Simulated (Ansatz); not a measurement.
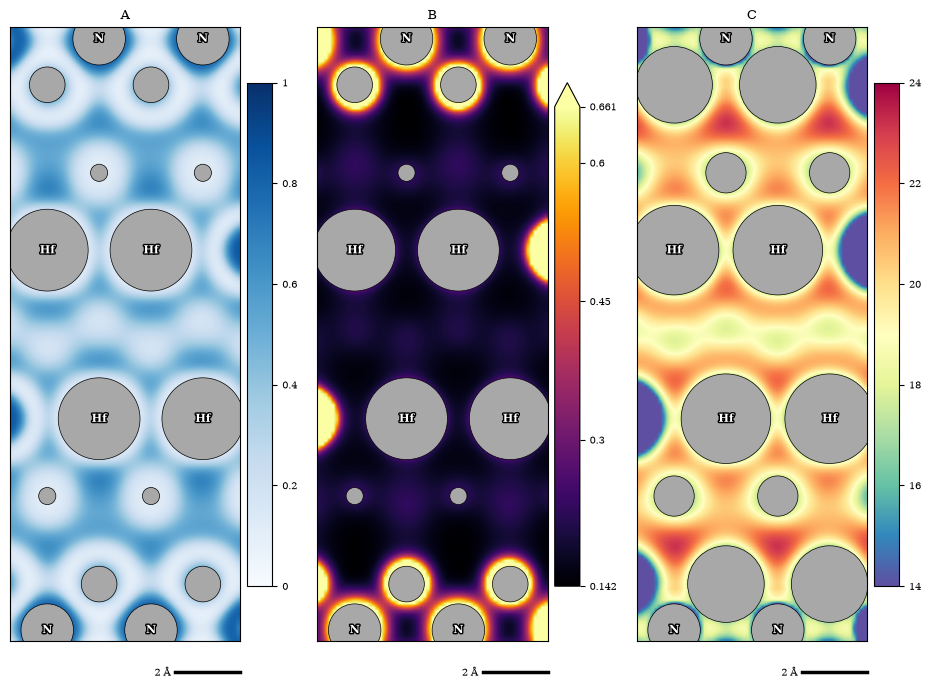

Hf7N: 3 fields on the (101̄) plane of the conventional cell, with unlabelled colour scales. Grey discs cover the atomic cores.

Space group P-3m1; a generated structure, not necessarily the stable one; computed without spin polarisation.

Level of theory: Ansatz 0.2.0, DFT PBE, scalar-relativistic, plane waves, PAW.

**Match the panels to the quantities (electron localisation function, electrostatic potential energy of an electron and valence pseudo-density).**

Panel A: electron localisation function. Panel B: valence pseudo-density. Panel C: electrostatic potential energy of an electron (low next to the atoms, rising into the space between them). From the grid: Hf–Hf (3.20 Å): ρ is about 0.18 e/Å³ halfway; the ELF is about 0.25 at the midpoint; no shared electron pair shows on this line.
